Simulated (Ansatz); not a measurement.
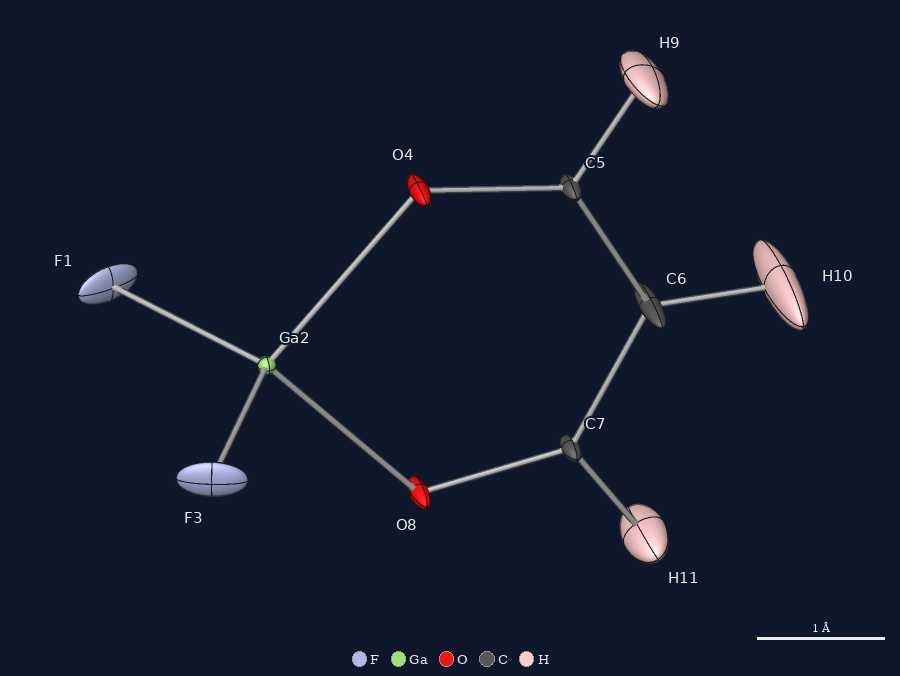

Displacement ellipsoids at the 50 % level, from the internal vibrations of the free molecule (harmonic, no overall translation or rotation; no half-axis is drawn under 0.075 Å). Vibrations computed with RKS PBE0-D4/def2-TZVP (Ansatz 0.2.0). Temperature: 298 K.

Which atom has the largest mean-square displacement?

H10, with U_eq = 0.0635 Å².

Does H10 move more along its bond or across it?

Across it: the root-mean-square amplitude is 0.089 Å along the bond and up to 0.410 Å across, since bending and torsion are softer than stretching.

List U_eq and the three principal root-mean-square amplitudes for each kind of atom.

| atom | U_eq (Å²) | rms amplitudes (Å) |
| --- | --- | --- |
| F1, F3 | 0.0156 | 0.042, 0.104, 0.185 |
| Ga2 | 0.0016 | 0.027, 0.035, 0.054 |
| O4, O8 | 0.0084 | 0.046, 0.053, 0.142 |
| C5, C7 | 0.0056 | 0.038, 0.050, 0.113 |
| C6 | 0.0179 | 0.033, 0.056, 0.222 |
| H9, H11 | 0.0284 | 0.083, 0.118, 0.254 |
| H10 | 0.0635 | 0.089, 0.119, 0.410 |
